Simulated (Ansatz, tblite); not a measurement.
**1-butyl-3-methylimidazolium tetrafluoroborate (C8H15BF4N2): which spin state is lowest**

Is the singlet the ground state of 1-butyl-3-methylimidazolium tetrafluoroborate (C8H15BF4N2)? Other spin states are computed and compared level by level.

The runs use Ansatz 0.2.0, Gaussian basis; as each input shows.

The runs, in order: triplet, at the geometry of the singlet (GFN1-xTB, GFN2-xTB, PBE0-D4/def2-SVP, PBE-D4/def2-SVP); the singlet's energies come from earlier runs.

4 further runs of the same task are left out: 4 that didn't finish. Runs told in other sessions of the task aren't counted.

## (1) The structure

The singlet was relaxed beforehand with PBE-D4/def2-SVP.

SMILES `CCCCn1cc[n+](C)c1.F[B-](F)(F)F`, 30 atoms, charge 0, spin multiplicity 1.

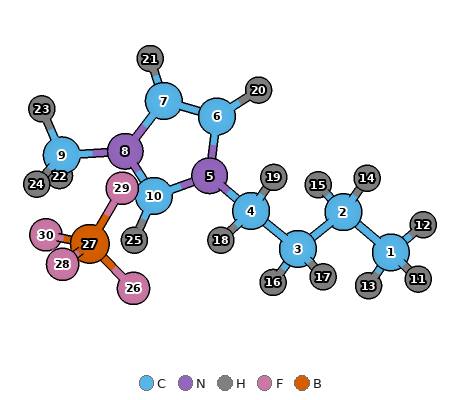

The geometry (carbon blue, nitrogen purple, hydrogen grey, fluorine pink, boron orange); atoms are numbered from 1 in the order of the file.

## (2) Triplet at the fixed geometry, GFN1-xTB

Tight binding, by tblite at 300 K electronic temperature and without a spin-polarisation term:

```python
tblite.interface.Calculator('GFN1-xTB', numbers, positions, charge=0, uhf=2).singlepoint()
```

Energy -1451.6271 eV; 0.047 s.

## (3) Triplet at the fixed geometry, GFN2-xTB

Tight binding, by tblite at 300 K electronic temperature and without a spin-polarisation term:

```python
tblite.interface.Calculator('GFN2-xTB', numbers, positions, charge=0, uhf=2).singlepoint()
```

Energy -1383.0141 eV; 0.03 s.

## (4) Triplet at the fixed geometry, PBE0-D4/def2-SVP

Input file in.yaml:

```yaml
crystal:
  periodic: [false, false, false]
  atoms:
    - {symbol: C, position_ang: [-4.048554, -1.306507, 0.414397]}
    - {symbol: C, position_ang: [-2.878964, -0.332638, 0.567258]}
    - {symbol: C, position_ang: [-2.052961, -0.181775, -0.714308]}
    - {symbol: C, position_ang: [-0.906839, 0.826047, -0.641853]}
    - {symbol: N, position_ang: [0.131990, 0.455761, 0.333378]}
    - {symbol: C, position_ang: [0.210476, 0.814531, 1.667483]}
    - {symbol: C, position_ang: [1.419096, 0.355069, 2.136512]}
    - {symbol: N, position_ang: [2.048993, -0.275865, 1.074574]}
    - {symbol: C, position_ang: [3.400955, -0.831271, 1.049347]}
    - {symbol: C, position_ang: [1.252287, -0.201045, -0.004976]}
    - {symbol: H, position_ang: [-4.748148, -0.974683, -0.380593]}
    - {symbol: H, position_ang: [-4.628997, -1.399251, 1.353938]}
    - {symbol: H, position_ang: [-3.693558, -2.321138, 0.138322]}
    - {symbol: H, position_ang: [-3.260775, 0.667404, 0.874493]}
    - {symbol: H, position_ang: [-2.222374, -0.675977, 1.397552]}
    - {symbol: H, position_ang: [-1.646558, -1.169142, -1.026188]}
    - {symbol: H, position_ang: [-2.711874, 0.145085, -1.547645]}
    - {symbol: H, position_ang: [-0.378541, 0.914500, -1.611400]}
    - {symbol: H, position_ang: [-1.268063, 1.833007, -0.352755]}
    - {symbol: H, position_ang: [-0.581779, 1.380350, 2.165121]}
    - {symbol: H, position_ang: [1.883231, 0.434975, 3.123549]}
    - {symbol: H, position_ang: [3.380555, -1.918486, 1.260962]}
    - {symbol: H, position_ang: [4.011783, -0.319572, 1.814462]}
    - {symbol: H, position_ang: [3.818016, -0.635038, 0.041999]}
    - {symbol: H, position_ang: [1.494674, -0.527497, -1.028282]}
    - {symbol: F, position_ang: [1.308471, 0.215096, -2.801667]}
    - {symbol: B, position_ang: [2.416599, 1.080562, -2.446532]}
    - {symbol: F, position_ang: [2.909635, 1.725819, -3.554785]}
    - {symbol: F, position_ang: [1.936023, 1.982798, -1.463461]}
    - {symbol: F, position_ang: [3.405212, 0.238903, -1.838922]}
basis:
  gaussian: {orbitals: def2-SVP}
magnetization: {spin_polarized: true, initial_magnetization: 2}
hamiltonian: {xc: pbe0, dispersion: d4}
scf: {omitted_lower_state_checks: [starts]}
output: {orbitals: {seedname: orbitals}}
```

Run with:

```
ansatz run in.yaml --threads 4 --pin off --events-out ev --progress --plain --max-ram 6963MiB
```

Log:

```text
Functional definition: PBE0
  name "PBE0"
  cite "Adamo & Barone, J. Chem. Phys. 110, 6158 (1999) doi:10.1063/1.478522"
  cite "Perdew, Burke & Ernzerhof, Phys. Rev. Lett. 77, 3865 (1996) doi:10.1103/PhysRevLett.77.3865"
  parent pbe
  parameter a = 0.25
  parameter kappa = 0.804
  parameter beta = 0.06672455060314922
  exchange = (1 - a)*pbe_x(kappa = kappa, mu = beta*pi^2/3) + a*exact_x
  correlation = pbe_c(beta = beta)
these checks for a lower state are left out or cut short: starts
2889 factors; integrals over basis functions are off by at most 1.5e-3 eV
mean field evaluation 1: about -23010.8857 eV, gradient 5.4e1 eV
mean field evaluation 2: about -22999.9936 eV, gradient 7.3e1 eV
mean field evaluation 4: about -23023.3745 eV, gradient 4.0e0 eV
mean field evaluation 8: about -23024.2409 eV, gradient 1.4e0 eV
mean field evaluation 16: about -23024.2534 eV, gradient 2.7e-2 eV
mean field evaluation 32: about -23024.2535 eV, gradient 3.6e-4 eV
mean field -23024.25348123 eV, -846.1257090356 hartree, gradient 7.0e-6 eV, S^2 2.008194; 0 other end points of the search recorded, 0 dependent functions left out
reference -23024.25352544 eV, -846.1257106603 hartree; 60, 58 occupied and 225, 227 virtual orbitals, 2889 factors
Total energy: -23024.95113010 eV, -846.1513471586 hartree
Checks for a lower state left out: starts
```

Run time: 42 s. Hardware: 4 threads of Arm Neoverse V1, shared host; peak memory 1.8 GiB.

From the report: HOMO -3.46 eV, LUMO -5.76 eV (over both spins; with the spin held, an empty level of the minority spin lies below the top filled one); ⟨S²⟩ 2.008 (pure: 2.00).

## (5) Triplet at the fixed geometry, PBE-D4/def2-SVP

start.molden holds the orbitals of an earlier run on this state, given as this run's starting guess.

Edit in.yaml of step 4 so:

```diff
@@ -34,5 +34,5 @@
 basis:
-  gaussian: {orbitals: def2-SVP}
+  gaussian: {orbitals: def2-SVP, initial_orbitals: start.molden}
 magnetization: {spin_polarized: true, initial_magnetization: 2}
-hamiltonian: {xc: pbe0, dispersion: d4}
+hamiltonian: {xc: pbe, dispersion: d4}
 scf: {omitted_lower_state_checks: [starts]}
```

The command is unchanged.

Log:

```text
Functional definition: PBE
  name "PBE"
  cite "Perdew, Burke & Ernzerhof, Phys. Rev. Lett. 77, 3865 (1996) doi:10.1103/PhysRevLett.77.3865"
  parent pbe
  parameter kappa = 0.804
  parameter beta = 0.06672455060314922
  exchange = pbe_x(kappa = kappa, mu = beta*pi^2/3)
  correlation = pbe_c(beta = beta)
these checks for a lower state are left out or cut short: starts
3224 factors; their error is unknown
mean field evaluation 1: about -23022.4432 eV, gradient 7.5e0 eV
mean field evaluation 2: about -23022.7414 eV, gradient 8.6e-1 eV
mean field evaluation 4: about -23022.5792 eV, gradient 4.0e-1 eV
mean field evaluation 8: about -23022.5820 eV, gradient 1.8e-2 eV
mean field evaluation 16: about -23022.5820 eV, gradient 2.3e-4 eV
mean field -23022.58197192 eV, -846.0642822016 hartree, gradient 1.7e-6 eV, S^2 2.004337; 0 other end points of the search recorded, 0 dependent functions left out
reference -23022.58202875 eV, -846.0642842898 hartree; 60, 58 occupied and 225, 227 virtual orbitals, 3224 factors
Total energy: -23023.39298966 eV, -846.0940865538 hartree
Checks for a lower state left out: starts
```

Wall time 43 s (4 threads of Arm Neoverse V1, shared host); peak memory 1.6 GiB.

Report: HOMO -1.99 eV, LUMO -6.42 eV (over both spins; with the spin held, an empty level of the minority spin lies below the top filled one); ⟨S²⟩ 2.004 (pure: 2.00).

## (6) Triplet less singlet, vertical

The singlet's energies are those of its earlier runs, whose logs aren't repeated here.

```
           level  triplet less singlet, vertical (kJ/mol)     time
        GFN1-xTB                                   +455.8  0.073 s
        GFN2-xTB                                   +483.0   0.05 s
 PBE-D4/def2-SVP                                   +460.4     51 s
PBE0-D4/def2-SVP                                   +465.2     57 s
```

Times add the two runs; a level without a time comes out of a correlated run. Tight binding without a spin term can't rank spin states.

## (7) Outcome

| quantity | value |
| --- | --- |
| triplet less singlet, vertical, functionals in def2-SVP | +460.4 (PBE-D4) to +465.2 kJ/mol (PBE0-D4) |

**Reading.** All functionals put the triplet above the singlet, over a spread of 4.9 kJ/mol. The checks for a lower triplet were left out, so another state of that spin may lie lower. These are electronic energies, without zero-point motion, entropy or surroundings.
